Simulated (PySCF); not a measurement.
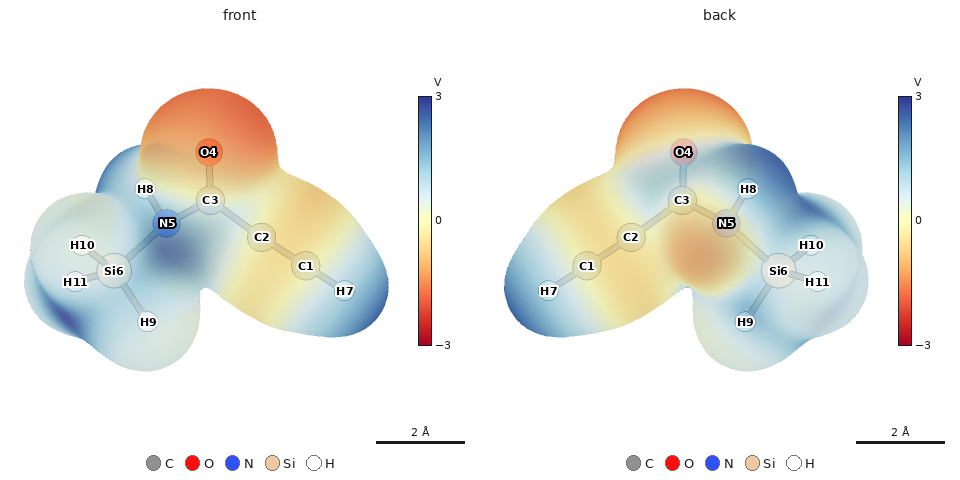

C3H5NOSi (SMILES C#CC(=O)N[SiH3]). The molecular electrostatic potential painted on the density surface at 0.004 e/bohr³, seen from the front and from behind; the colour scale runs from red (negative) to blue (positive).

Geometry: GFN2-xTB, dihedral held.

The calculation used PBE0/pcSseg-1, SCF density, gas phase, non-relativistic in PySCF.

The calculation's input:

```
{"job": {"kind": "nmr", "xc": "PBE0", "basis": "pcSseg-1", "pop": false}, "charge": 0, "multiplicity": 1}
C      3.126138     0.264539     0.107934
C      1.967186     0.084716     0.362526
C      0.581168    -0.073198     0.726180
O      0.210605    -0.244481     1.862084
N     -0.273354     0.192290    -0.342200
Si    -0.746806    -1.106591    -1.418937
H      4.136956     0.436385    -0.121948
H     -1.121603     0.601156     0.047019
H      0.499497    -1.537259    -2.044391
H     -1.390854    -2.227876    -0.730222
H     -1.678991    -0.445868    -2.326173
```

Command:

```sh
OMP_NUM_THREADS=1 python probes_run.py task.json out
```

> Where is the surface potential most negative and most positive?

The most negative region (about −1.9 V, or −44 kcal/mol for a unit charge) lies over O4, the most positive (about +2.7 V, or +62 kcal/mol for a unit charge) over Si6. O4 is the likeliest acceptor of a hydrogen bond.

> How polar is the molecule by this calculation?

Its dipole moment is 2.56 D.
